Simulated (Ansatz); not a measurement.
Starting cell, AlFe (CsCl type):

```xyz
2
Lattice="2.8454 0.0000 0.0000 0.0000 2.8454 0.0000 0.0000 0.0000 2.8454" Properties=species:S:1:pos:R:3 pbc="T T T"
Al     0.0000     0.0000     0.0000
Fe     1.4227     1.4227     1.4227
```

In this cell atom 2 (Fe, nearest neighbour Al at 2.464 Å; its periodic images, 2.8 Å or more away, move with it) is moved by u·(1.000, 0.000, 0.000) + v·(0.000, 0.000, 1.000); the rest is frozen.

The numbers are results of PBEsol (plane waves to 420 eV, PAW, scalar-relativistic; Ansatz, an electronic-structure program), not measurements. k mesh 13×13×13 (Γ-centred), Fermi-Dirac smearing 0.05 eV. The energy includes the smearing's −TS. With partly filled bands, energies and forces of such displacements shift with the k mesh and the smearing. Fu and Fv are the components of the force on the atom. AlFe was relaxed with its symmetry unable to fall. Relaxed AlFe ends ferromagnetic. Other magnetic orders were not checked, so this need not be the ground state. The zero of ΔE is the undisplaced structure. Axes are in Å.

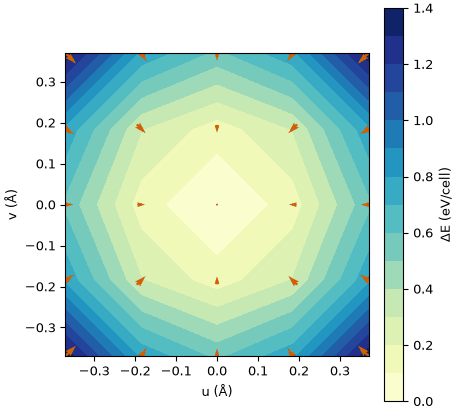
Fig. 1. ΔE (eV/cell) over the plane, with arrows for the in-plane force on the moved atom.

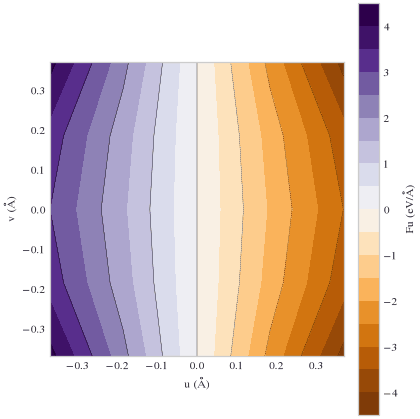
Figure. Fu (eV/Å) over the 5×5 grid of computed points.

Lowest place on the grid: u = 0.000 Å, v = 0.000 Å (0 meV/cell). Centre of the map: a minimum. Highest place on the grid, met at several equal points: u = -0.370 Å, v = -0.370 Å; u = 0.370 Å, v = -0.370 Å; u = -0.370 Å, v = 0.370 Å; u = 0.370 Å, v = 0.370 Å (1362 meV/cell). Principal force constants in the plane (five-point differences of the forces): 8.6 eV/Å², isotropic.

(A displaced cell: forces are minus the slopes of the energy, force constants its curvatures, and phonons follow from these.)
